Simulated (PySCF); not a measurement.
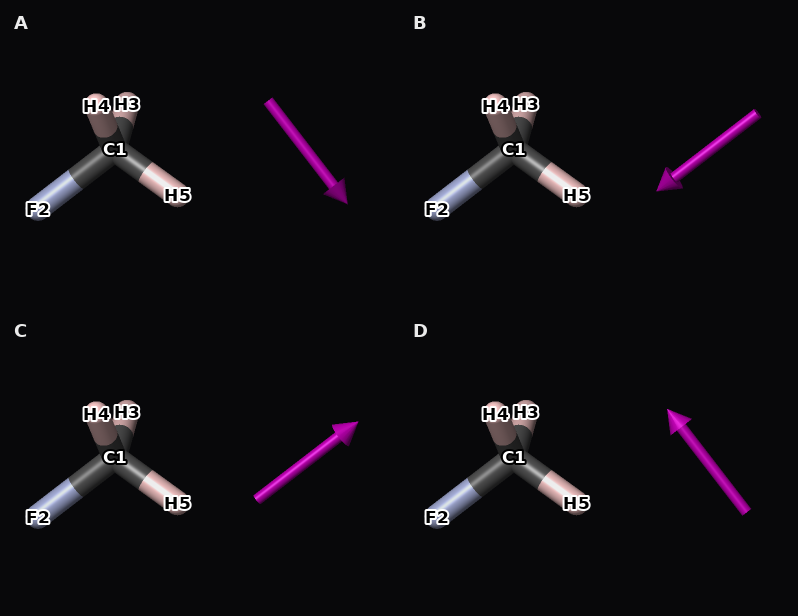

The same molecule four times, each with an arrow. The geometry was computed by an optimisation with GFN2-xTB. No frequency run is at hand to confirm it as a minimum. Method: B3LYP/pcJ-1, gas phase (PySCF 2.14.0).

### Which arrow points along the dipole moment, from the negative to the positive end?

C. The dipole moment is 1.87 D; it points from the side of F2 to the side of H3, H4, H5 (the outermost atoms at the two ends).
